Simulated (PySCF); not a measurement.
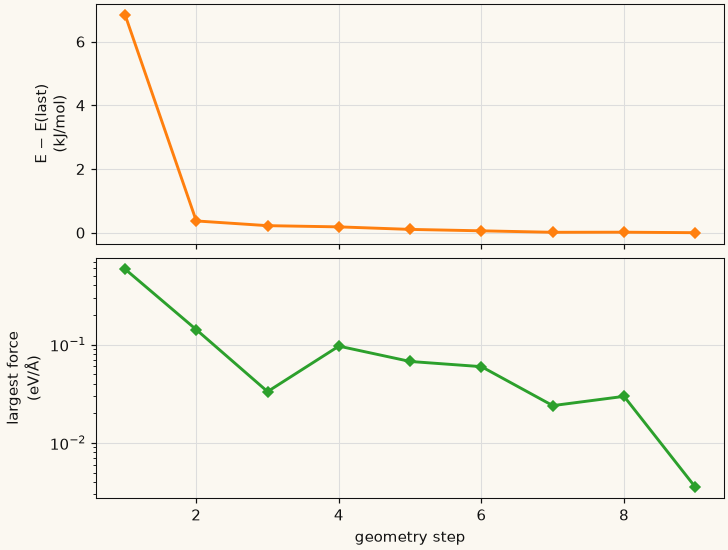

History of a geometry optimisation. The run: C9H10S (SMILES C=C(C)c1cccc(S)c1), by PySCF, PBE0-D3(BJ)/def2-SVP, geometry optimisation.

The optimisation met its thresholds at geometry 9, counting the start as the first. The energy fell by about 6.9 kJ/mol from the first step to the last. The largest force goes from about 0.59 eV/Å at the start to 4 × 10⁻³ eV/Å at the end.
